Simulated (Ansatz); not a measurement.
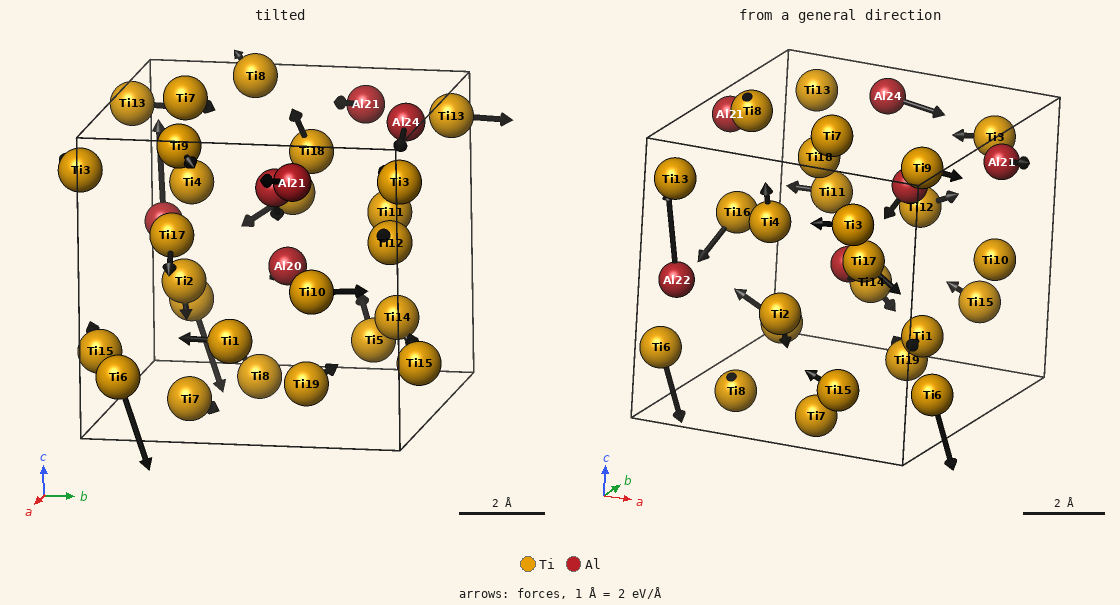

The image is a spheres-only drawing of a crystal, viewed slightly off an axis and from a general direction. One simulation cell is framed, with atoms on its boundary repeated. The arrows are the computed forces on the atoms.

System: Ti$_{19}$Al$_{5}$. Electronic-structure method: DFT PBE, scalar-relativistic, plane waves, PAW in Ansatz 0.2.0. Parameters: a kinetic-energy cutoff of 420 eV, 3×3×3 k-mesh, Fermi-Dirac smearing of 0.16 eV, no spin polarisation.

Is the structure at rest?

Answer. No. The atoms still feel forces of up to about 4.1 eV/Å, far above a usual threshold of 0.01 to 0.03 eV/Å.

The starting point was a structure type filled with these elements by a generator (whether the compound takes this form wasn't checked). Earlier steps of the study, as a rule a relaxation of our own, may have changed the cell and positions, so they can lie some per cent off the listed ones. It was the input of a calculation with Ansatz.
